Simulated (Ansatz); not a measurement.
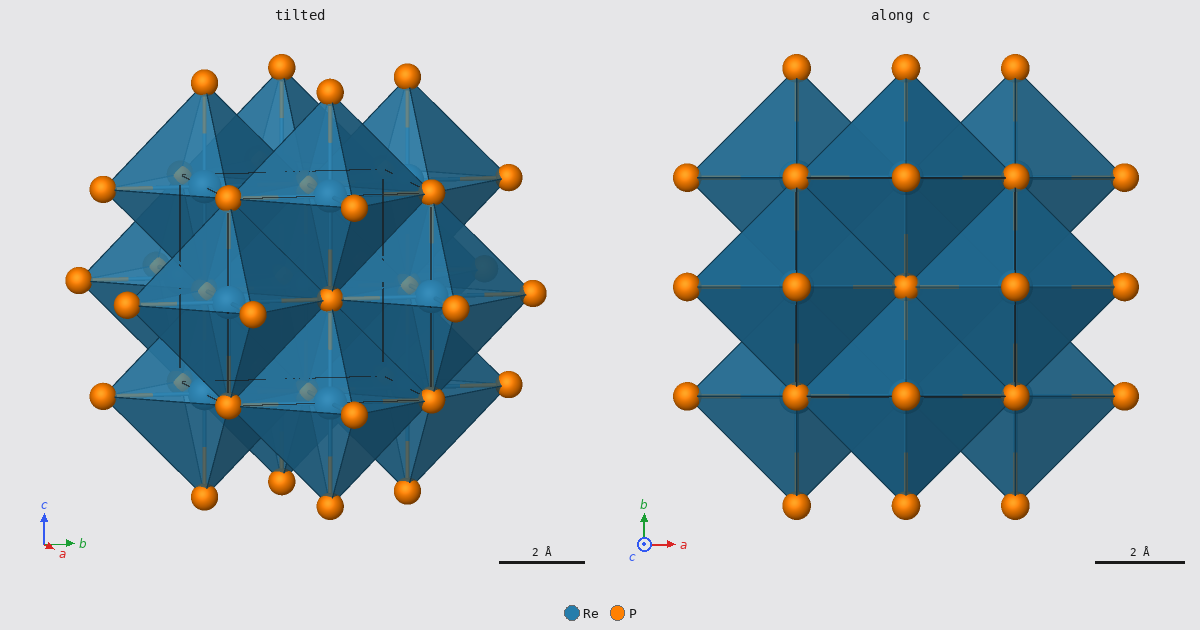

A polyhedral rendering, viewed slightly off an axis and along the c axis. One conventional unit cell is framed, with atoms on its boundary repeated. A few atoms beyond the faces are included.

ReP, rock salt (NaCl type), space group Fm-3m (No. 225), a = 4.916 Å, b = 4.916 Å, c = 4.916 Å, α = 90.00°, β = 90.00°, γ = 90.00°. Provenance: a structure type filled with these elements by a generator (whether the compound takes this form wasn't checked). Earlier steps of the study, as a rule a relaxation of our own, may have changed the cell and positions, so they can lie some per cent off the listed ones. An electronic-structure calculation with Ansatz was run on it.

This one geometry was computed with Ansatz (DFT, plane waves, PAW) at five levels of theory: PBE with spin-orbit coupling, r2SCAN, LDA, PBEsol and PBE.

> Which level gives the highest pressure at this volume, and what does that say about its equilibrium volume?

Highest: PBE with spin-orbit coupling (1.3 GPa), which points to the largest equilibrium volume. Lowest, with the smallest volume: LDA (-9.9 GPa). Levels within 0.5 GPa of each other can't be told apart.

> How does the band gap change with the level of theory?

All levels give a metal.

> Collect the results in a table.

| level | cutoff (eV) | k-mesh of the run's cell | gap (eV) | pressure (GPa) |
| --- | --- | --- | --- | --- |
| PBE with spin-orbit coupling | 420 | 12×12×12 | metal | 1.3 |
| r2SCAN | 500 | 12×12×12 | metal | -3.3 |
| LDA | 420 | 12×12×12 | metal | -9.9 |
| PBEsol | 420 | 12×12×12 | metal | -6.5 |
| PBE | 420 | 12×12×12 | metal | 0.0 |

Gaps are taken on the k-mesh or band path of each run.
